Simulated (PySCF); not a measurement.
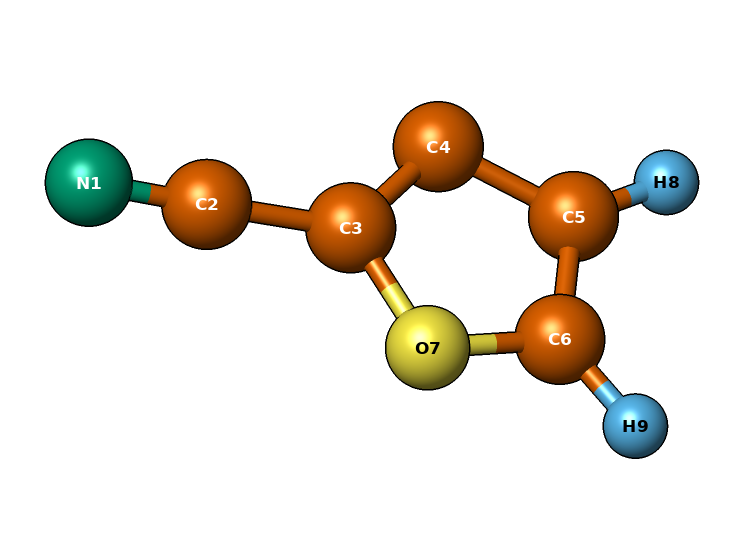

Charge 0, doublet. The computed structure is the end point of a GFN2-xTB optimisation. No frequency run is at hand to confirm it as a minimum. Level of theory: UKS B3LYP, pcH-1 on C H N O, non-relativistic (PySCF 2.14.0). Fermi-contact and spin-dipolar terms alone, no spin-orbit part.

Which nucleus has the largest dipolar (anisotropic) hyperfine coupling?

Answer. 13C at C4: principal values −78.5, −59.6, 138.2 MHz.

List the isotropic and dipolar parts for the most strongly coupled nuclei, one of each equivalent set.

```tsv
atom	isotope	a_iso (MHz)	dipolar part (MHz)
C4	13C	550.0	−78.5, −59.6, 138.2
O7	17O	−8.5	−18.9, 6.9, 12.0
C3	13C	68.7	−17.1, −1.0, 18.1
C5	13C	31.8	−11.5, −2.9, 14.4
H8	1H	22.5	−6.5, −5.4, 11.9
H9	1H	9.7	−3.2, −2.5, 5.7
C6	13C	58.4	−4.7, −0.1, 4.9
N1	14N	−0.6	−2.1, 0.7, 1.4
```
